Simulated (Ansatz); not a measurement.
## Electronic structure of CH5ClSi···H (doublet) in real space

Input

```
crystal:
  periodic: [false, false, false]
  atoms:
    - {symbol: Cl, position_ang: [0.791670, -0.047056, 1.653550]}
    - {symbol: Si, position_ang: [-0.322074, -0.855054, 0.117733]}
    - {symbol: C, position_ang: [-0.458083, 0.373903, -1.267852]}
    - {symbol: H, position_ang: [2.740307, 1.947476, 3.806849]}
    - {symbol: H, position_ang: [0.366410, -2.094467, -0.318387]}
    - {symbol: H, position_ang: [-1.653374, -1.198368, 0.674621]}
    - {symbol: H, position_ang: [-0.947109, 1.288692, -0.927025]}
    - {symbol: H, position_ang: [0.529993, 0.633334, -1.653270]}
    - {symbol: H, position_ang: [-1.047840, -0.048459, -2.086219]}
basis:
  gaussian: {orbitals: def2-TZVPP}
magnetization: {spin_polarized: true, initial_magnetization: 1}
hamiltonian: {xc: pbe0, dispersion: d4}
output: {orbitals: {seedname: orbitals}}
```

Run with:

```sh
ansatz run in.yaml --threads 4 --pin off --events-out ev --progress --plain --max-ram 9574MiB
```

The reactant side of a reaction path; geometry: PBE0-D4/def2-TZVP.

Method: UKS PBE0-D4/def2-TZVPP in Ansatz 0.2.0.

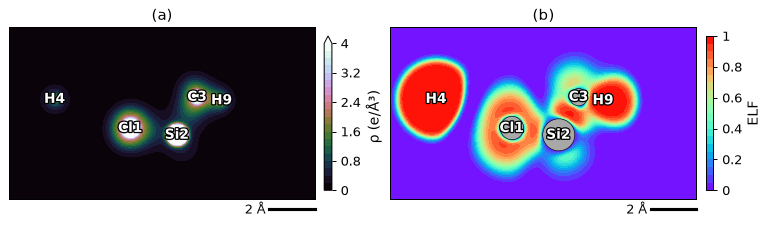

Figure 1. (a) electron density; (b) electron localisation function on the plane of atoms Si2, C3 and H9. Grey discs cover the atomic cores in the ELF map.

Read the bonding off the picture.

Answer.
- The section cuts through Cl, Si, C and H sites.
- C–Si (1.86 Å): the density is about 0.99 e/Å³ at the midpoint; the ELF peaks at about 0.95 between the atoms; a shared electron pair.
- Si–Cl (2.06 Å): ρ at the midpoint is about 0.89 e/Å³; the ELF peaks at about 0.85 between the atoms: a shared but strongly polarised pair.
- C–H (1.09 Å): ρ at the midpoint is about 1.9 e/Å³; the ELF climbs to about 1 towards the hydrogen, as it does in any bond to H: a covalent bond by its length.
- The ELF also peaks beside Cl1, away from the bonds: non-bonding electrons, paired or unpaired.

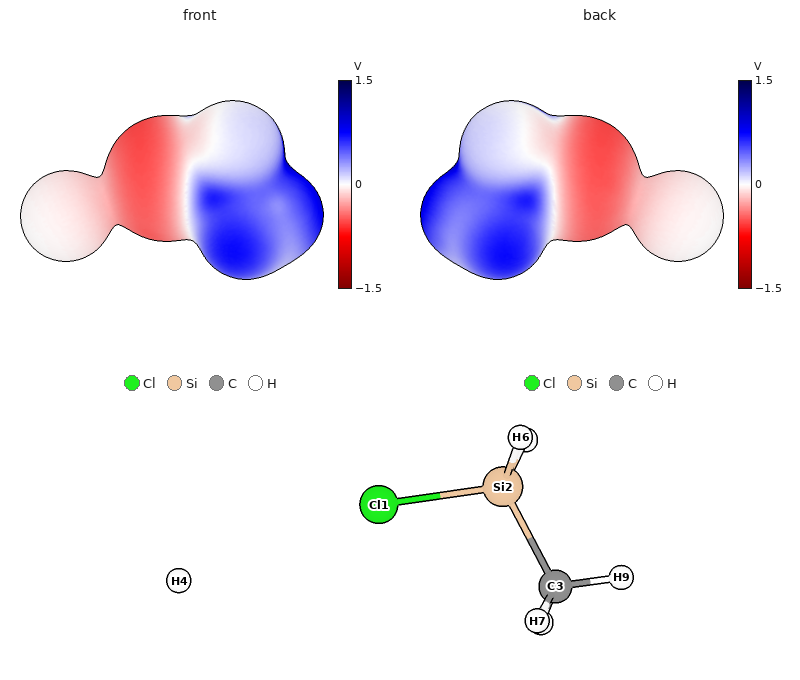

Figure 2. The electrostatic potential painted on the density surface at 0.001 e/bohr³, seen from the front and from behind; the colour scale runs from red (negative) to blue (positive). The bare structure is drawn below in the same view.

Which sites attract a positive test charge, and which a negative one?

Answer. A positive charge is drawn to the negative regions and a negative charge to the positive ones. The most negative region (about −0.5 V) lies over Cl1, the most positive (about +1.1 V) over Si2.
